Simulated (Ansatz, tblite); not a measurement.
# The cluster Ge4H4O10: rung by rung

Aim: run the singlet of the cluster Ge4H4O10 at one geometry on many levels, and compare frontier levels, spin and run time.

Program: Ansatz 0.2.0, Gaussian basis. Level of theory: as each input shows. These are calculated values, not measurements.

Plan: GFN1-xTB, GFN2-xTB, PBE-D4/def2-SVP, r2SCAN-D4/def2-SVP, MP2/def2-SVP.

8 further runs of the same task are left out: 6 that didn't finish, 2 set aside as unsound or not needed.

### Step 1. The geometry

The geometry is that of the singlet, from an earlier relaxation (PBE-D4/def2-SVP). At that level it is the lowest of the isomers that a small search found.

18 atoms, charge 0, spin multiplicity 1.

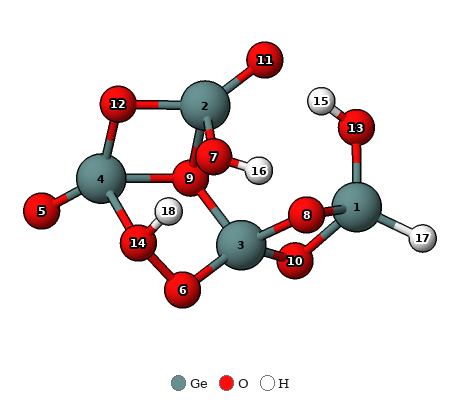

The geometry (germanium teal, oxygen red, hydrogen white); atoms are numbered from 1 in the order of the file.

PBE0-D4/def2-SVP was run before; its log isn't repeated, and its numbers join the tables.

### Step 2. GFN1-xTB

Tight binding, by tblite at 300 K electronic temperature and without a spin-polarisation term:

```python
tblite.interface.Calculator('GFN1-xTB', numbers, positions, charge=0, uhf=0).singlepoint()
```

Energy -1515.7603 eV, HOMO -13.19 eV, LUMO -8.14 eV; 0.11 s.

### Step 3. GFN2-xTB

Tight binding, by tblite at 300 K electronic temperature and without a spin-polarisation term:

```python
tblite.interface.Calculator('GFN2-xTB', numbers, positions, charge=0, uhf=0).singlepoint()
```

Energy -1375.2880 eV, HOMO -13.60 eV, LUMO -9.72 eV; 0.093 s.

### Step 4. PBE-D4/def2-SVP

start.molden holds the orbitals of an earlier run on this state, given as this run's starting guess.

Contents of in.yaml:

```yaml
crystal:
  periodic: [false, false, false]
  atoms:
    - {symbol: Ge, position_ang: [-1.532274, 2.193386, 0.846675]}
    - {symbol: Ge, position_ang: [0.353455, -1.398068, 1.061882]}
    - {symbol: Ge, position_ang: [-0.248960, 0.893479, -1.003182]}
    - {symbol: Ge, position_ang: [0.409939, -2.238546, -1.596329]}
    - {symbol: O, position_ang: [0.087476, -2.890775, -3.067088]}
    - {symbol: O, position_ang: [1.180889, 0.662671, -2.145295]}
    - {symbol: O, position_ang: [1.879939, -0.388175, 0.767850]}
    - {symbol: O, position_ang: [0.237432, 1.692678, 0.557111]}
    - {symbol: O, position_ang: [-0.585900, -0.867780, -0.661238]}
    - {symbol: O, position_ang: [-1.786171, 1.783543, -0.994988]}
    - {symbol: O, position_ang: [-0.646325, -1.100369, 2.358999]}
    - {symbol: O, position_ang: [0.875002, -2.820947, 0.046651]}
    - {symbol: O, position_ang: [-2.243173, 1.081535, 1.985440]}
    - {symbol: O, position_ang: [1.834375, -0.588114, -1.754755]}
    - {symbol: H, position_ang: [-1.696871, 0.230580, 2.117448]}
    - {symbol: H, position_ang: [1.670084, 0.526575, 1.088627]}
    - {symbol: H, position_ang: [-1.867476, 3.664382, 1.118114]}
    - {symbol: H, position_ang: [2.078570, -0.436044, -0.725942]}
basis:
  gaussian: {orbitals: def2-SVP, initial_orbitals: start.molden}
hamiltonian: {xc: pbe, dispersion: d4}
scf: {omitted_lower_state_checks: [starts]}
output: {orbitals: {seedname: orbitals}}
```

Started as:

```
ansatz run in.yaml --threads 4 --pin off --events-out ev --progress --plain --max-ram 6963MiB
```

Output:

```text
Functional definition: PBE
  name "PBE"
  cite "Perdew, Burke & Ernzerhof, Phys. Rev. Lett. 77, 3865 (1996) doi:10.1103/PhysRevLett.77.3865"
  parent pbe
  parameter kappa = 0.804
  parameter beta = 0.06672455060314922
  exchange = pbe_x(kappa = kappa, mu = beta*pi^2/3)
  correlation = pbe_c(beta = beta)
these checks for a lower state are left out or cut short: starts
3066 factors; their error is unknown
mean field evaluation 1: about -246512.0063 eV, gradient 1.4e1 eV
mean field evaluation 2: about -246512.5090 eV, gradient 4.3e-1 eV
mean field evaluation 4: about -246512.3297 eV, gradient 1.3e-1 eV
mean field -246512.32969917 eV, -9059.1610243862 hartree, gradient 4.6e-5 eV, S^2 0.000000; 0 other end points of the search recorded, 0 dependent functions left out
reference -246512.32974717 eV, -9059.1610261499 hartree; 106, 106 occupied and 182, 182 virtual orbitals, 3066 factors
Total energy: -246513.21845322 eV, -9059.1936854952 hartree
Checks for a lower state left out: starts
```

It took 10 s on 4 threads of Intel Xeon at 2.50GHz, shared host; peak memory 0.77 GiB.

Report: HOMO -7.02 eV, LUMO -4.27 eV.

### Step 5. r2SCAN-D4/def2-SVP

in.yaml, as its differences from that of step 4:

```diff
@@ -23,3 +23,3 @@
   gaussian: {orbitals: def2-SVP, initial_orbitals: start.molden}
-hamiltonian: {xc: pbe, dispersion: d4}
+hamiltonian: {xc: r2scan, dispersion: d4}
 scf: {omitted_lower_state_checks: [starts]}
```

Same command.

Output:

```text
Functional definition: r2SCAN
  name "r2SCAN"
  cite "Furness, Kaplan, Ning, Perdew & Sun, J. Phys. Chem. Lett. 11, 8208 (2020) doi:10.1021/acs.jpclett.0c02405"
  cite "Furness, Kaplan, Ning, Perdew & Sun, J. Phys. Chem. Lett. 11, 9248 (2020) doi:10.1021/acs.jpclett.0c03077"
  parent r2scan
  parameter k0 = 0.174
  parameter k1 = 0.065
  parameter a1 = 4.9479
  exchange = r2scan_x(k0 = k0, k1 = k1, a1 = a1)
  correlation = r2scan_c
these checks for a lower state are left out or cut short: starts
3066 factors; their error is unknown
mean field evaluation 1: about -246556.5611 eV, gradient 7.9e0 eV
mean field evaluation 2: about -246556.6941 eV, gradient 1.4e-1 eV
mean field evaluation 4: about -246556.5341 eV, gradient 2.6e-4 eV
mean field -246556.53413422 eV, -9060.7855074114 hartree, gradient 9.9e-6 eV, S^2 0.000000; 0 other end points of the search recorded, 0 dependent functions left out
reference -246556.53414782 eV, -9060.7855079112 hartree; 106, 106 occupied and 182, 182 virtual orbitals, 3066 factors
Total energy: -246556.76484549 eV, -9060.7939858941 hartree
Checks for a lower state left out: starts
```

Wall time 23 s (4 threads of Intel Xeon at 2.50GHz, shared host); peak memory 0.83 GiB.

HOMO -7.46 eV, LUMO -4.19 eV.

### Step 6. MP2/def2-SVP

in.yaml, as its differences from that of step 5:

```diff
@@ -23,3 +23,3 @@
   gaussian: {orbitals: def2-SVP, initial_orbitals: start.molden}
-hamiltonian: {xc: r2scan, dispersion: d4}
+correlation: {method: mp2}
 scf: {omitted_lower_state_checks: [starts]}
```

Launched as before.

Output:

```text
Functional definition: HF
  name "HF"
  cite "Fock, Z. Phys. 61, 126 (1930) doi:10.1007/BF01340294"
  parent pbe
  exchange = exact_x
  correlation = 0
these checks for a lower state are left out or cut short: starts
2739 factors; integrals over basis functions are off by at most 1.5e-3 eV
mean field evaluation 1: about -246280.7993 eV, gradient 4.0e1 eV
mean field evaluation 2: about -246284.3189 eV, gradient 3.0e0 eV
mean field evaluation 4: about -246284.3955 eV, gradient 1.4e-1 eV
mean field evaluation 8: about -246284.3956 eV, gradient 1.6e-6 eV
mean field -246284.39559220 eV, -9050.7846004542 hartree, gradient 1.6e-6 eV, S^2 0.000000; 0 other end points of the search recorded, 0 dependent functions left out
46 core orbitals not correlated: weight in the atoms' cores, before any rotation towards them, 1.000 or more for the frozen orbitals, at most 0.000 for the correlated occupied ones
reference -246284.39559220 eV, -9050.7846004542 hartree; 60, 60 occupied and 182, 182 virtual orbitals, 2739 factors
second order -76.49069170 eV of doubles, -0.00000000 eV of singles
Total energy: -246360.88628390 eV, -9053.5955815268 hartree
Checks for a lower state left out: starts
```

Run time: 37 s. Hardware: 4 threads of Intel Xeon at 2.50GHz, shared host; peak memory 1.6 GiB.

Report: Hartree-Fock HOMO -12.70 eV, LUMO 0.42 eV.

### Step 7. Levels side by side

```tsv
level	functions	HOMO (eV)	LUMO (eV)	gap (eV)	time
PBE-D4/def2-SVP	288	-7.02	-4.27	2.76	10 s
r2SCAN-D4/def2-SVP	288	-7.46	-4.19	3.27	23 s
PBE0-D4/def2-SVP	288	-8.67	-3.32	5.35	45 s
```

Energy pieces by basis (eV):

```tsv
basis	HF	MP2 correlation	total
def2-SVP	-246284.3956	-76.4907	-246360.8863 (MP2)
```

### Step 8. Binding energy

Free atoms were run apart at each level; binding is atoms less cluster, divided by the number of atoms, without zero-point or spin-orbit terms.

```tsv
level	binding an atom (eV)
HF/def2-SVP	2.047
PBE-D4/def2-SVP	4.064
r2SCAN-D4/def2-SVP	3.884
PBE0-D4/def2-SVP	3.784
MP2/def2-SVP	3.729
```

### Step 9. Outcome

| quantity | value |
| --- | --- |
| gap in def2-SVP, named functionals, smallest and largest | 2.76 eV (PBE-D4), 5.35 eV (PBE0-D4) |
| correlation energy, MP2/def2-SVP | -76.49 eV |
| binding an atom, functionals in def2-SVP | 3.78 (PBE0-D4) to 4.06 eV (PBE-D4) |

In words: Orbital gaps of the named functionals in def2-SVP span 2.76 eV (PBE-D4) to 5.35 eV (PBE0-D4); exact exchange widens it.

The slowest run with a step of its own, MP2/def2-SVP, took 37 s; the quickest functional in def2-SVP took 10 s (shared host).
